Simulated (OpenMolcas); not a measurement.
## C$_{13}$H$_{11}$N: single-point calculation (part 2 of 2)

Continued. System: C$_{13}$H$_{11}$N (9-methylcarbazole). Method: CASPT2/ANO-XS-VDZ, DKH2 (OpenMolcas 26.06). The geometry comes from this level: GFN2-xTB.

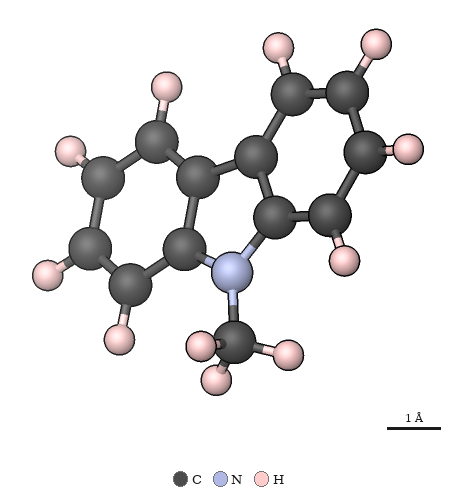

Figure 1. The input geometry (ball-and-stick view, seen at a tilt).

The program's output, continued:
```
      highest root included in the CI            1
      max. size of the explicit Hamiltonian     20
--

++    Optimization specifications:
      ----------------------------

      RASSCF algorithm: LK RI/DF
      Maximum number of macro iterations       200
      Maximum number of SX iterations          100
      Threshold for RASSCF energy            1.000E-08
      Threshold for max MO rotation          1.000E-01
      Threshold for max BLB element          1.000E-04
      Level shift parameter                  5.000E-01
      Make Quasi-Newton update
--

      The MO-coefficients are taken from the file:
      step2.RasOrb
      Title: RASSCF average (pseudo-natural) orbitals

      Total molecular charge    0.00

      ************************************************************************************************************************
      *                                            Wave function control section                                             *
      ************************************************************************************************************************

                                         RASSCF iterations: Energy and convergence statistics
                                         ----------------------------------------------------

          iter iter root      energy       change     param      element    value   shift minimum  type update hh:mm:ss
 Nr of preliminary CI iterations:   1
        1   1    4    1  -553.20134692    0.00E+00  -1.05E-05   46  49 1  3.06E-06   0.07   0.00    SX    NO    0:00:01
        2   1    4    1  -553.20134692   -2.65E-11   4.79E-06   46  49 1  1.95E-06   0.07   0.00    SX    NO    0:00:01
        3   1    3    1  -553.20134692    9.65E-11   3.86E-06   46  49 1  9.75E-07   0.07   0.00    SX    NO    0:00:01
        4   1    3    1  -553.20134692   -7.95E-11  -3.53E-06   46  49 1  8.02E-07   0.07   0.00    SX    NO    0:00:01
      Convergence after  4 iterations
        5   1    3    1  -553.20134692   -7.47E-11  -3.53E-06   46  49 1  4.32E-07   0.07   0.00    SX    NO    0:00:00

      ************************************************************************************************************************
                                                      Wave function printout:
                       occupation of active orbitals, and spin coupling of open shells (u,d: Spin up or down)
      ************************************************************************************************************************

      Note: transformation to natural orbitals
      has been made, which may change the order of the CSFs.

      printout of CI-coefficients larger than  0.05 for root  1
      energy=    -553.201347
      conf/sym  1111     Coeff  Weight
             1  2200  -0.98234 0.96500
             6  2020   0.06428 0.00413
             8  2002   0.07420 0.00551
            10  udud   0.11860 0.01407
            12  0220   0.07215 0.00521
            14  0202   0.05763 0.00332

      Natural orbitals and occupation numbers for root  1
      sym 1:   1.965749   1.963550   0.035849   0.034852

      ************************************************************************************************************************
      *                                                    Final results                                                     *
      ************************************************************************************************************************

++    Final optimization conditions:
      ------------------------------

      Average CI energy                            -553.20134692
      RASSCF energy for state  1                   -553.20134692
      Super-CI energy                                -0.00000000
      RASSCF energy change                           -0.00000000
      Max change in MO coefficients               9.696E-06
      Max non-diagonal density matrix element    -3.534E-06
      Maximum BLB matrix element                  4.323E-07
      (orbital pair  46,  49 in symmetry   1)
      Norm of electronic gradient            1.575E-06
--

      Final state energy(ies):
      ------------------------

::    RASSCF root number  1 Total energy:   -553.20134692
      Von Neumann Entropy (Root   1) =  0.25636

      Mulliken population analysis for root number:  1
      -----------------------------------------------

++    Molecular charges:
      ------------------

      Mulliken charges per centre
      ---------------------------

                C1      N2      C3      C4      C5      C6      C7      C8      C9      C10     C11     C12
      Total    6.2518  7.8718  5.6457  6.2223  6.1703  6.2240  6.1905  5.9774  5.9776  6.1904  6.2241  6.1703

      N-E     -0.2518 -0.8718  0.3543 -0.2223 -0.1703 -0.2240 -0.1905  0.0226  0.0224 -0.1904 -0.2241 -0.1703

                C13     C14     H15     H16     H17     H18     H19     H20     H21     H22     H23     H24
      Total    6.2221  5.6458  0.8138  0.8219  0.8139  0.8149  0.8223  0.8246  0.8214  0.8214  0.8246  0.8223

      N-E     -0.2221  0.3542  0.1862  0.1781  0.1861  0.1851  0.1777  0.1754  0.1786  0.1786  0.1754  0.1777

                H25
      Total    0.8149

      N-E      0.1851

      Total electronic charge=   96.000000

      Total            charge=   -0.000000
--

      Expectation values of various properties for root number:  1
      -----------------------------------------------------------

++    Molecular properties:
      ---------------------

      Charge (e):
                      =   -0.0000
      Dipole Moment (debye):
      Origin of the operator (angstrom)=    0.0772    0.0750   -0.0896
                   X= -9.2517E-01               Y= -9.0725E-01               Z=  1.1291E+00           Total=  1.7187E+00
      Quadrupole Moment (debye*angstrom):
      Origin of the operator (angstrom)=    0.0772    0.0750   -0.0896
                  XX= -7.9687E+01              XY= -7.2533E-01              XZ= -8.4328E+00              YY= -7.7275E+01
                  YZ= -6.4115E+00              ZZ= -8.1743E+01
      In traceless form (debye*angstrom)
                  XX= -1.7789E-01              XY= -1.0880E+00              XZ= -1.2649E+01              YY=  3.4401E+00
                  YZ= -9.6172E+00              ZZ= -3.2622E+00
--

      LoProp population analysis for root number:  1
      -----------------------------------------------

++    LoProp analysis:
      ----------------

++    Static properties:
      ------------------

      LoProp Charges per center

                   C1       N2       C3       C4       C5       C6       C7       C8       C9       C10
      Nuclear      6.0000   7.0000   6.0000   6.0000   6.0000   6.0000   6.0000   6.0000   6.0000   6.0000
      Electronic  -6.2787  -7.0816  -5.9184  -6.1966  -6.1281  -6.1719  -6.1273  -6.0400  -6.0401  -6.1272

      Total       -0.2787  -0.0816   0.0816  -0.1966  -0.1281  -0.1719  -0.1273  -0.0400  -0.0401  -0.1272

                   C11      C12      C13      C14      H15      H16      H17      H18      H19      H20
      Nuclear      6.0000   6.0000   6.0000   6.0000   1.0000   1.0000   1.0000   1.0000   1.0000   1.0000
      Electronic  -6.1720  -6.1281  -6.1966  -5.9183  -0.8588  -0.8703  -0.8589  -0.8622  -0.8594  -0.8624

      Total       -0.1720  -0.1281  -0.1966   0.0817   0.1412   0.1297   0.1411   0.1378   0.1406   0.1376

                   H21      H22      H23      H24      H25
      Nuclear      1.0000   1.0000   1.0000   1.0000   1.0000
      Electronic  -0.8595  -0.8595  -0.8624  -0.8594  -0.8623

      Total        0.1405   0.1405   0.1376   0.1406   0.1377
--

      Natural Bond Order analysis for root number:  1

++    Natural Bond Order analysis
      ---------------------------
      Based on LoProp computed density
      -------------------------------------------------------------------------------------
      Atom A       Atom B       Bond Order
      -------------------------------------------------------------------------------------
      NBO located      1.005 non-bonded electrons on atom C1
      NBO located      1.002 non-bonded electrons on atom N2
      NBO located      1.007 non-bonded electrons on atom C3
      NBO located      1.007 non-bonded electrons on atom C4
      NBO located      1.007 non-bonded electrons on atom C5
      NBO located      1.007 non-bonded electrons on atom C6
      NBO located      1.008 non-bonded electrons on atom C7
      NBO located      1.008 non-bonded electrons on atom C8
      NBO located      1.008 non-bonded electrons on atom C9
      NBO located      1.008 non-bonded electrons on atom C10
      NBO located      1.007 non-bonded electrons on atom C11
      NBO located      1.007 non-bonded electrons on atom C12
      NBO located      1.007 non-bonded electrons on atom C13
      NBO located      1.007 non-bonded electrons on atom C14
      The remaining   41.832 electrons are to be considered as diffuse
--

--

      Average orbitals are written to the RASORB file
      Natural orbitals for root   1 are written to the RASORB.1 file
      Spin density orbitals for root   1 are written to the SPDORB.1 file

--- Stop Module: rasscf /rc=_RC_ALL_IS_WELL_ ---
--- Module rasscf spent 9 seconds ---

--- Start Module: caspt2 ---

                                              &CASPT2

                       available to each process: 1.9 GB of memory, 1 thread

++    Wave function specifications:
      -----------------------------

      Number of closed shell electrons          64
      Number of electrons in active shells       4
      Max number of holes in RAS1 space          0
      Max number of electrons in RAS3 space      0
      Number of inactive orbitals               32
      Number of active orbitals                  4
      Number of secondary orbitals              98
      Spin quantum number                      0.0
      State symmetry                             1
      Number of CSFs                            20
      Number of CASSCF root(s) available         1
      CASPT2 state passed to geometry opt.       1
      A file JOBMIX will be created
      This is a CASSCF or RASSCF reference function
--

++    Orbital specifications:
      -----------------------

      Symmetry species                           1
                                                 a
      Frozen orbitals                           14
      Inactive orbitals                         32
      Active orbitals                            4
      Secondary orbitals                        98
      Deleted orbitals                           0
      Number of basis functions                148
--

++    CASPT2 specifications:
      ----------------------

      Type of calculation                        SS-CASPT2
      Fock operator                              state-specific
      IPEA shift                                 0.25
      Real shift                                 0.00
      Imaginary shift                            0.20
      The input orbitals will be transformed to quasi-canonical
--

--------------------------------------------------------------------------------
 Estimated memory requirements:
  POLY3 :                   250840
  RHS:                     5444480
  SIGMA :                  5372656
  PRPCTL:                        0
 Available workspace:    232472321

++ CASPT2 computation for group   1

********************************************************************************
 Multi-State initialization phase begins for group   1
--------------------------------------------------------------------------------
********************************************************************************
 Compute H0 matrices for state    1
--------------------------------------------------------------------------------
--------------------------------------------------------------------------------
 H0 matrices have been computed.

********************************************************************************
  CASPT2 EQUATION SOLUTION
--------------------------------------------------------------------------------

  Total nr of CASPT2 parameters:
   Before reduction:     6743492
   After  reduction:     6734636

 Variance of |WF0>:       3.1613986155

 The contributions to the second order correlation energy in atomic units.
-----------------------------------------------------------------------------------------------------------------------------
  IT.      VJTU        VJTI        ATVX        AIVX        VJAI        BVAT        BJAT        BJAI        TOTAL       RNORM
-----------------------------------------------------------------------------------------------------------------------------
   1    -0.000358   -0.004427   -0.000931   -0.070823   -0.056572   -0.008550   -0.092451   -0.925924   -1.160036    0.013842
   2    -0.000380   -0.004660   -0.000964   -0.072200   -0.057322   -0.008669   -0.092828   -0.926553   -1.163574    0.002450
   3    -0.000382   -0.004666   -0.000964   -0.072201   -0.057299   -0.008668   -0.092835   -0.926489   -1.163504    0.000541
   4    -0.000383   -0.004671   -0.000964   -0.072167   -0.057269   -0.008666   -0.092820   -0.926467   -1.163406    0.000091
   5    -0.000383   -0.004671   -0.000964   -0.072167   -0.057270   -0.008666   -0.092819   -0.926468   -1.163408    0.000020
   6    -0.000383   -0.004671   -0.000964   -0.072167   -0.057271   -0.008666   -0.092820   -0.926469   -1.163411    0.000004
-----------------------------------------------------------------------------------------------------------------------------

  FINAL CASPT2 RESULT:

      Reference energy:        -553.2013469168
      E2 (Non-variational):      -1.1634110164
      Shift correction:          -0.0089322914
      E2 (Variational):          -1.1723433079
      Total energy:            -554.3736902246
      Residual norm:              0.0000008229
      Reference weight:           0.67594

      Contributions to the CASPT2 correlation energy
      Active & Virtual Only:         -0.0096301029
      One Inactive Excited:          -0.1653703802
      Two Inactive Excited:          -0.9884105334

++ Denominators, etc.
--------------------------------------------------------------------------------------------------------------
 Report on small energy denominators, large coefficients, and large energy contributions.
CASE  SYMM ACTIVE-MIX  NON-ACTIVE INDICES          DENOMINATOR     RHS VALUE       COEFFICIENT     CONTRIBUTION
VJTIP    1  Mu1.0002  In1.046 In1.045               1.16150537      0.02583745     -0.02531606     -0.00065410
AIVX     1  Mu1.0006  In1.045 Se1.051               1.10572717      0.05280024     -0.04980218     -0.00262957
AIVX     1  Mu1.0002  In1.046 Se1.051               0.92859297      0.03980115     -0.04692065     -0.00186750
AIVX     1  Mu1.0003  In1.046 Se1.051               0.94333644      0.02879969     -0.03049790     -0.00087833
AIVX     1  Mu1.0002  In1.045 Se1.052               0.99119318     -0.02242071      0.02525321     -0.00056619
AIVX     1  Mu1.0003  In1.045 Se1.052               1.00593665     -0.02931362      0.02854089     -0.00083664
AIVX     1  Mu1.0008  In1.045 Se1.052               1.21847883      0.03281325     -0.02852822     -0.00093610
AIVX     1  Mu1.0004  In1.046 Se1.052               1.04959758      0.02889719     -0.02867091     -0.00082851
AIVX     1  Mu1.0006  In1.046 Se1.052               1.08304772     -0.03455924      0.03438391     -0.00118828
BVATP    1  Mu1.0001  Se1.051 Se1.051               0.88313975     -0.02917234      0.03171716     -0.00092526
BVATP    1  Mu1.0002  Se1.052 Se1.051               1.00995682     -0.03421792      0.03225822     -0.00110381
BJAIP    1  Se1.051 In1.045 Se1.051 In1.045         0.98974870      0.03690580     -0.03591179     -0.00132535
BJAIP    1  Se1.051 In1.045 Se1.052 In1.046         0.96706925     -0.05271596      0.05303506     -0.00279579
BJAIP    1  Se1.051 In1.046 Se1.051 In1.046         0.90446904      0.02989658     -0.03155321     -0.00094333
BJAIP    1  Se1.052 In1.046 Se1.052 In1.046         0.94438979      0.02947271     -0.03049288     -0.00089871
--

   (Skipping property calculation,
    use PROP keyword to activate)
--

  Total CASPT2 energies:
::    CASPT2 Root  1     Total energy:   -554.37369022

  A NEW JOBIPH FILE NAMED 'JOBMIX' IS PREPARED.
********************************************************************************
--- Stop Module: caspt2 /rc=_RC_ALL_IS_WELL_ ---
--- Module caspt2 spent 13 seconds ---

.##################.
.# Happy landing! #.
.##################.

    Timing: Wall=24.67 User=21.78 System=2.86
```

Results in brief:

| quantity | value |
| --- | --- |
| outcome | converged |
| total energy | −554.373690 hartree |
| CASSCF energy | −553.201347 hartree |
| basis functions | 148 |
| hardware | 1 thread of Arm Neoverse V1, 24 GiB of memory available, shared host |
| wall time | 25 s |
| peak memory | 0.15 GiB |
